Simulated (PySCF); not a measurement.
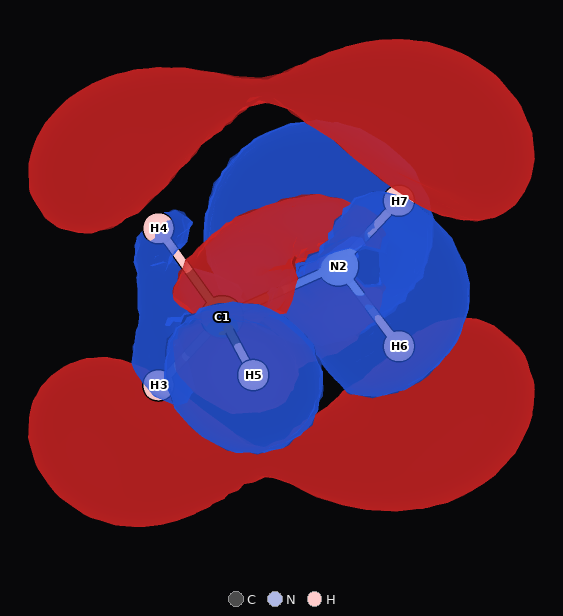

Figure. CH5N, SMILES `CN`. Unrelaxed difference density of S₃ less the ground state (full linear response singlet states), ±0.015 e/Å³; red: gain, blue: loss.

Computed with PySCF, PBE/6-311G**, geometry: GFN2-xTB. No frequency check shows the geometry to be a minimum. Without diffuse functions Rydberg states are missing, so the states' numbers hold for this basis only.

The calculation's input:

```python
import numpy as np
from pyscf import gto, scf, dft, tdscf
from pyscf.scf import atom_ks, atom_hf
from scipy.linalg import block_diag

def solve(mol, dm0=None, hcore=None):
    mf = (dft.UKS if mol.spin else dft.RKS)(mol, xc='pbe')
    mf.grids.level = 3
    mf = mf.density_fit(auxbasis='def2-universal-jkfit')
    mf.conv_tol, mf.max_cycle = 1e-8, 80
    if hcore is not None:
        mf.get_hcore = lambda *args: hcore
    mf.kernel(dm0)
    if not mf.converged:
        mf = mf.newton().run(mf.mo_coeff, mf.mo_occ, max_cycle=30)
    assert mf.converged, 'SCF not converged'
    return mf

mol = gto.M(atom='''
C      0.70297     0.00004    -0.01586
N     -0.74311    -0.00008     0.12064
H      1.09860    -0.88406     0.48327
H      1.09890     0.88319     0.48403
H      1.06198     0.00053    -1.05538
H     -1.13793    -0.81842    -0.33099
H     -1.13764     0.81903    -0.33028
''', basis='6-311g**', charge=0, spin=0, verbose=4)
mf = solve(mol)
td = mf.TDDFT()
td.nstates, td.singlet, td.conv_tol = 6, True, 1e-5
td.kernel()
td.analyze()
x, y = np.array([p[0] for p in td.xy]), np.array([p[1] + 0 * p[0] for p in td.xy])
f, mu = td.oscillator_strength(), td.transition_dipole()
nto = [td.get_nto(state=i + 1, verbose=4) for i in range(len(td.e))]
# spherically averaged free atoms, for the promolecule
atm = atom_ks.get_atm_nrks(mol, xc='pbe')
pro = block_diag(*[(atm[a[0]][2] * atm[a[0]][3]) @ atm[a[0]][2].T for a in mol._atom])
np.savez('result.npz', e=td.e, f=f, ok=td.converged, w=[n[0] for n in nto], nto=[n[1] for n in nto], x=x, y=y, c=mf.mo_coeff, occ=mf.mo_occ, eps=mf.mo_energy, pro=pro, mu=mu)
```

Run with:

```sh
OMP_NUM_THREADS=1 python input.py
```

The run took 24 s on 1 thread of Arm Neoverse V2, on a shared host, peak memory 0.39 GiB.

### How does the charge move on excitation?

0.86 e is displaced in all, of which about 0.6 e passes between atoms: N2 (0.56 e) and H5 (0.05 e) lose electrons and H3 and H4 (0.15 e each) and H6 and H7 (0.14 e each) gain them. The state: 7.20 eV (172 nm), f = 0.010, partly diffuse acceptor orbital, which a basis without diffuse functions describes poorly; the leading pair carries 100 %; hole on N2 (69 %), C1 (10 %) and H5 (7 %), electron on H6 and H7 (19 % each), H3 and H4 (17 % each) and C1 (14 %) (atom shares of so diffuse an orbital are rough); their centroids lie 0.4 Å apart.
